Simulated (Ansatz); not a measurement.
# triplet InH2Cl: levels of theory compared

Wanted: a comparison of 6 runs (U-revPBE/STO-3G, UB3LYP/STO-3G, UBHLYP/STO-3G, UCAM-B3LYP/STO-3G, UPBE/STO-3G, UBCCD(T)/STO-3G) of triplet InH2Cl. 

The results are computed with Ansatz 0.2.0.

56 further runs of the same task are left out: 2 that didn't finish, 54 set aside as unsound or not needed.

### Step 1. The molecule

InH2Cl: 4 atoms, total charge 0, spin state triplet. As SMILES of the parent species, `[H][In]([H])[Cl]`. Geometry: a GFN2-xTB relaxation, a rough one for these elements and not checked as a minimum. That shape belongs to the parent species and isn't relaxed for this state.

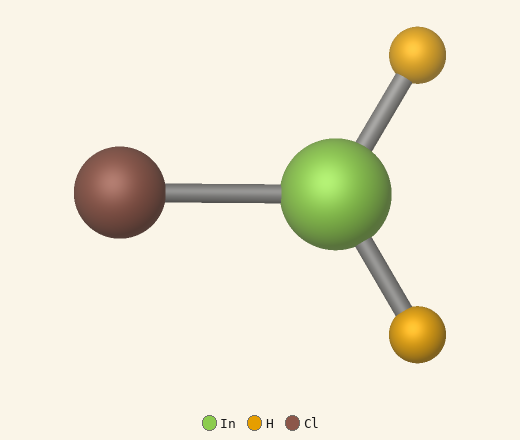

The structure, seen from a chosen angle (indium green, hydrogen amber, chlorine brown).

### Step 2. A single-point energy at U-revPBE/STO-3G (run 1)

The input, in.yaml:

```yaml
crystal:
  periodic: [false, false, false]
  atoms:
    - symbol: In
      position_ang: [0.070210, 0.117850, -0.000370]
    - symbol: H
      position_ang: [1.783010, 0.101380, 0.011370]
    - symbol: H
      position_ang: [-0.755080, 1.618480, -0.019870]
    - symbol: Cl
      position_ang: [-1.098140, -1.837720, 0.008870]
basis:
  gaussian: {orbitals: STO-3G}
total_charge: 0
magnetization: {spin_polarized: true, initial_magnetization: 2}
hamiltonian: {xc: {name: revPBE}}
accuracy: high
```

Started as:

```console
$ ansatz run in.yaml --threads 1 --pin off --max-ram 2610MiB --events-out events.jsonl --progress --plain --runs-dir runs
```

Standard output:

```text
Warning: RAYON_NUM_THREADS=1 ignored (pool sized by the plan → 1); use --threads N
Functional definition: revPBE
  name "revPBE"
  parameter kappa = 1.245
  parameter beta = 0.06672455060314922
  exchange = pbe_x(kappa = kappa, mu = beta*pi^2/3)
  correlation = pbe_c(beta = beta)
694 factors; integrals over basis functions are off by at most 4.2e-9 eV
mean field evaluation 1: about -167085.5624 eV, gradient 3.7e1 eV
mean field evaluation 2: about -167078.2865 eV, gradient 4.2e1 eV
mean field evaluation 4: about -167095.1322 eV, gradient 1.3e1 eV
mean field evaluation 8: about -167097.8117 eV, gradient 1.2e-1 eV
mean field evaluation 16: about -167097.8119 eV, gradient 1.1e-5 eV
mean field -167097.81193293 eV, -6140.7313255702 hartree, gradient 1.9e-8 eV, S^2 2.002194; 1 other end points of the search recorded, 0 dependent functions left out
reference -167097.81193528 eV, -6140.7313256565 hartree; 35, 33 occupied and 3, 5 virtual orbitals, 694 factors
Total energy: -167097.81193528 eV, -6140.7313256565 hartree
```

Run time: 4.5 s. Hardware: 1 thread of Arm Neoverse V1, shared host; peak memory 0.14 GiB.

### Step 3. A single-point energy at UB3LYP/STO-3G (run 2)

The input, job.yaml:

```yaml
crystal:
  periodic: [false, false, false]
  atoms:
    - {symbol: In, position_ang: [0.070210, 0.117850, -0.000370]}
    - {symbol: H, position_ang: [1.783010, 0.101380, 0.011370]}
    - {symbol: H, position_ang: [-0.755080, 1.618480, -0.019870]}
    - {symbol: Cl, position_ang: [-1.098140, -1.837720, 0.008870]}
basis:
  gaussian:
    orbitals: STO-3G
magnetization:
  spin_polarized: true
  initial_magnetization: 2
hamiltonian:
  xc: {name: B3LYP}
accuracy: high
```

Started as:

```console
$ ansatz run job.yaml --threads 1 --pin off --max-ram 2610MiB --events-out events.jsonl --progress --plain --runs-dir runs
```

Standard output:

```text
Warning: RAYON_NUM_THREADS=1 ignored (pool sized by the plan → 1); use --threads N
Functional definition: B3LYP
  name "B3LYP"
  parameter a0 = 0.2
  parameter ax = 0.72
  parameter ac = 0.81
  exchange = (1 - a0 - ax)*slater_x + ax*b88_x + a0*exact_x
  correlation = (1 - ac)*vwn_rpa_c + ac*lyp_c
694 factors; integrals over basis functions are off by at most 4.2e-9 eV
mean field evaluation 1: about -167103.1485 eV, gradient 2.3e1 eV
mean field evaluation 2: about -167100.1386 eV, gradient 2.7e1 eV
mean field evaluation 4: about -167108.5731 eV, gradient 2.4e0 eV
mean field evaluation 8: about -167108.6379 eV, gradient 1.3e-1 eV
mean field evaluation 16: about -167108.6381 eV, gradient 1.9e-5 eV
mean field -167108.63813994 eV, -6141.1291813396 hartree, gradient 4.4e-8 eV, S^2 2.001903; 4 other end points of the search recorded, 0 dependent functions left out
reference -167108.63816748 eV, -6141.1291823516 hartree; 35, 33 occupied and 3, 5 virtual orbitals, 694 factors
Total energy: -167108.63816748 eV, -6141.1291823516 hartree
```

Wall time 4.8 s (1 thread of Arm Neoverse V1, shared host); peak memory 0.19 GiB.

Runs 3 to 5 aren't shown in full; the table further down has their settings and results.

### Step 4. The energy at UBCCD(T)/STO-3G (run 6)

The input, in.yaml:

```yaml
crystal:
  periodic: [false, false, false]
  atoms:
    - {symbol: In, position_ang: [0.070210, 0.117850, -0.000370]}
    - {symbol: H, position_ang: [1.783010, 0.101380, 0.011370]}
    - {symbol: H, position_ang: [-0.755080, 1.618480, -0.019870]}
    - {symbol: Cl, position_ang: [-1.098140, -1.837720, 0.008870]}
basis:
  gaussian:
    orbitals: STO-3G
magnetization:
  spin_polarized: true
  initial_magnetization: 2
correlation:
  method: bccd_t
  frozen_orbitals: {Cl: 5, H: 0, In: 18}
accuracy: high
scf:
  omitted_lower_state_checks: [cluster_reference, increment]
```

Started as:

```console
$ ansatz run in.yaml --threads 1 --pin off --max-ram 2610MiB --events-out events.jsonl --progress --plain --runs-dir runs
```

Standard output:

```text
Warning: RAYON_NUM_THREADS=1 ignored (pool sized by the plan → 1); use --threads N
[... 12 lines left out ...]
23 core orbitals not correlated: weight in the atoms' cores, before any rotation towards them, 1.000 or more for the frozen orbitals, at most 0.000 for the correlated occupied ones
[... 33 lines left out ...]
Total energy: -167037.78821236 eV, -6138.5254945250 hartree
Checks for a lower state left out: cluster_reference, increment
```

It took 1.9 s on 1 thread of Arm Neoverse V1, shared host; peak memory 0.13 GiB.

### Step 5. The series

```
run              level  frozen core orbitals   energy (Eh)   ⟨S²⟩  wall time
  1    U-revPBE/STO-3G                     –  -6140.731326  2.002      4.5 s
  2      UB3LYP/STO-3G                     –  -6141.129182  2.002      4.8 s
  3      UBHLYP/STO-3G                     –  -6141.309452  2.007      4.8 s
  4  UCAM-B3LYP/STO-3G                     –  -6141.289873  2.003      5.4 s
  5        UPBE/STO-3G                     –  -6140.344377  2.002      3.9 s
  6    UBCCD(T)/STO-3G                    23  -6138.525495  2.037      1.9 s
```

### Step 6. Summary of results

```
                                           quantity           value
                                run 6: total energy  -6138.52549 Eh
run 6: correlation energy (23 core orbitals frozen)       -61.9 mEh
                              run 6: (T) correction       -2.18 mEh
           run 6: ⟨S²⟩ of the reference determinant           2.037
```

What this shows: Totals of different functionals can't be ranked against each other. In runs 1, 2, 3, 4, 5, 6 the basis is minimal, so the values are rough. In runs 1, 2, 3, 4, 5, 6 relativity is left out where basis or elements ask for it. All runs together took 25 s, the longest 5.4 s.
